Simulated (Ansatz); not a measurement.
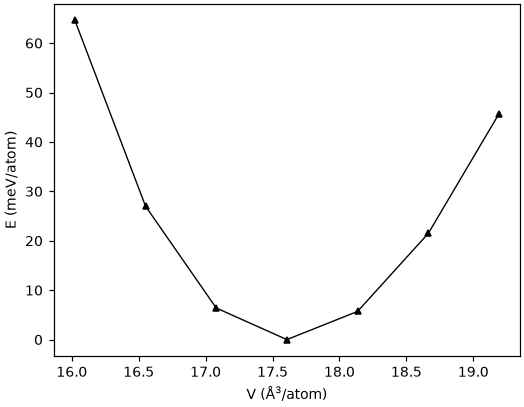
Fig. 1. Al2Au (fluorite or antifluorite type, space group No. 225) under volume change, LDA (plane waves, PAW; program Ansatz), scaled uniformly.

Problem. What does a third-order Birch–Murnaghan fit give for V₀, B₀ and B′?

Solution. V₀ = 17.61 Å³/atom, B₀ = 121 GPa, B′ = 4.7.

Space group Fm-3m (fluorite or antifluorite type). The LDA relaxation kept the symmetry of its start; of distortions, only those at the zone centre were tested. Spin–orbit coupling is left out wherever it is not named.

Potentials: the later of the program's two PAW sets.
